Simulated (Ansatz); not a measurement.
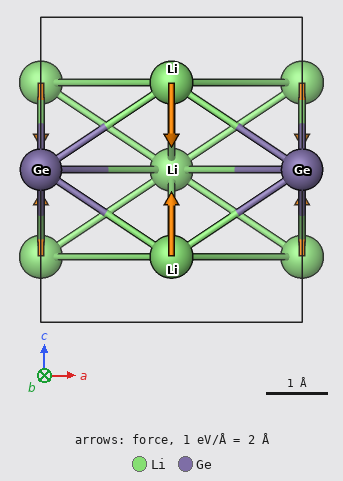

Starting geometry of a crystal of Li$_{5}$Ge (a generated structure, set up in P4/mmm) (coarse preliminary run) with the computed forces as orange arrows. A ball-and-stick model of the cell of the calculation, seen along the b axis.

Method: DFT PBE, scalar-relativistic, plane waves, PAW in Ansatz 0.2.0. Set-up: plane-wave cutoff 420 eV; k-point mesh 4 × 4 × 4; occupations gaussian; smearing width 0.1 eV; no spin polarisation; cell and atoms relaxed; force threshold 0.04 eV/Å; at most 70 steps.

What follows when this structure is relaxed?

Answer. It isn't relaxed: the largest force vector, on Li atoms, is 0.54 eV/Å. The atoms end up moving mostly along the starting forces (cosine between the two patterns 1.00). The largest moves relative to the cell, 0.13 Å, are those of Li atoms. Ge stays in place. The drawn cell changes as follows: a = b 4.307 → 4.288 Å (−0.4 %), c 5.028 → 6.000 Å (+19.3 %); the volume changes by +18.3 %. Among the contacts that change: Li–Li 2.155 → 2.834 Å, Ge–Li 2.589 → 2.665 Å, Li–Li 2.589 → 2.665 Å, Ge–Li 3.046 → 3.032 Å. The space group stays P4/mmm (No. 123). After 5 accepted moves (7 points after the start) the energy has fallen by 0.544 eV per cell of the calculation. The largest force component goes from 0.54 to 0.0016 eV/Å. Pressure: 3.23 GPa at the start and 0.04 GPa at the end. At 2 points the geometry stayed and the basis and grid were re-selected for the new cell (energy shift of 10.3 meV per cell of the calculation at most each time). Cost: 17 s on 1 thread of Arm Neoverse V2, with other jobs on the host, peak memory 0.36 GiB.
